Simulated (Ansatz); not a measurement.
**BrClH₂Si: density, localisation and related maps**

```yaml
atoms:
  - { symbol: Si, position_ang: [-0.1434, -0.0407, 0.0467] }
  - { symbol: Cl, position_ang: [1.1767, -1.6323, -0.0880] }
  - { symbol: H, position_ang: [-1.2768, -0.2799, -0.9000] }
  - { symbol: Br, position_ang: [0.8515, 1.8744, -0.5221] }
  - { symbol: H, position_ang: [-0.6080, 0.0785, 1.4634] }
```

Computed with Ansatz, RKS PBE/def2-SVP.

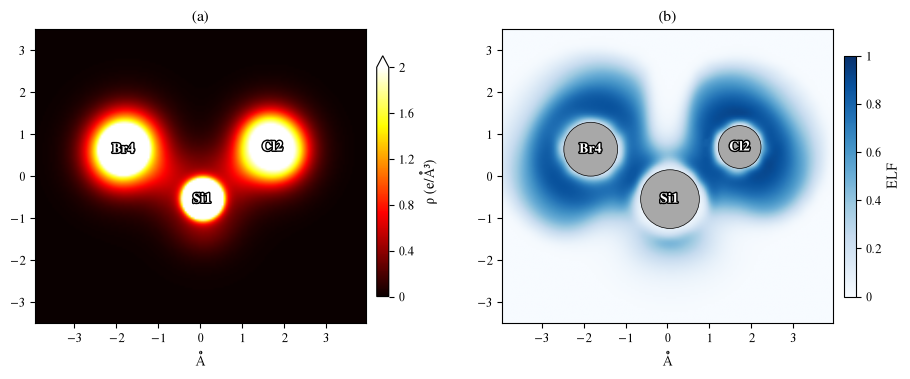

Figure 1. (a) electron density; (b) electron localisation function on the plane of atoms Cl2, Si1 and Br4. Grey discs cover the atomic cores in the ELF map.

**What do the fields say about this system?**

Atoms in the plane: Si, Cl and Br. Si–Cl (2.07 Å): ρ at the midpoint is about 0.83 e/Å³; the ELF peaks at about 0.85 between the atoms, as expected for a polar covalent bond. Si–Br (2.23 Å): the density is about 0.75 e/Å³ at the midpoint; the ELF peaks at about 0.85 between the atoms, as expected for a polar covalent bond. The ELF also peaks beside Br4 and Cl2, away from the bonds: lone-pair regions.

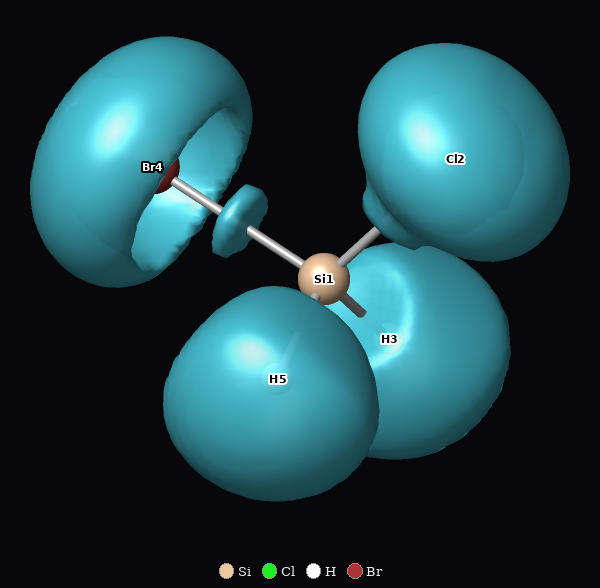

Figure 2. Isosurface of the electron localisation function at 0.8 (cyan), seen at a tilt. Core shells and regions of very low density are left out.

**What do the ELF domains correspond to?**

The surface consists of one region between bonded Br–Si atoms (shared pairs), two regions around hydrogen nuclei, one region on Cl in which the atom's valence shell and bonds are merged and one ring or bowl of non-bonding electrons around Br.

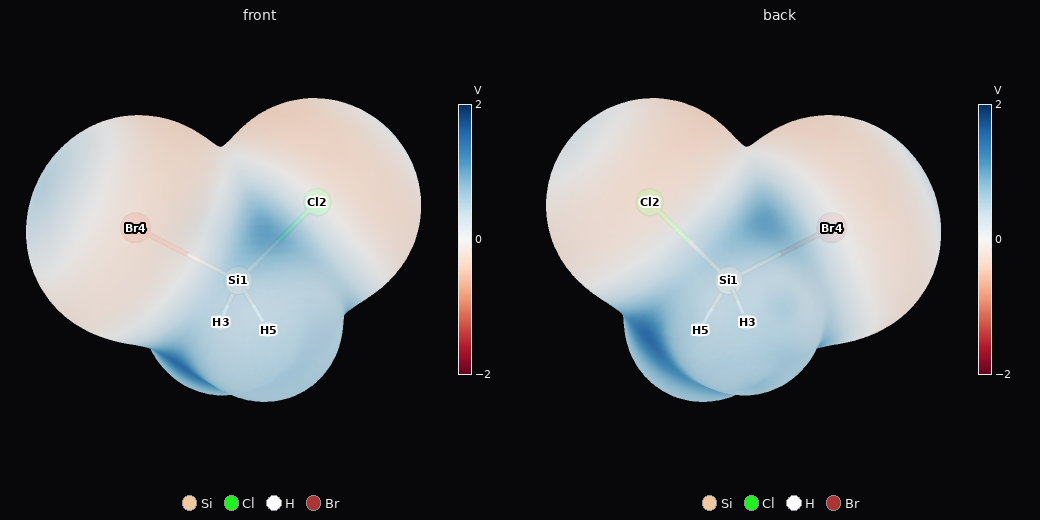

Figure 3. The electrostatic potential painted on the density surface at 0.002 e/bohr³, seen from the front and from behind; red is negative and blue positive.

**Which sites attract a positive test charge, and which a negative one?**

A positive charge is drawn to the negative regions and a negative charge to the positive ones. The most negative region (about −0.3 V) lies over Cl2 and Br4, the most positive (about +1.5 V) over Si1. Br4 shows a σ-hole: about +0.5 V at the tip opposite its bond, against about −0.2 V on its flanks.
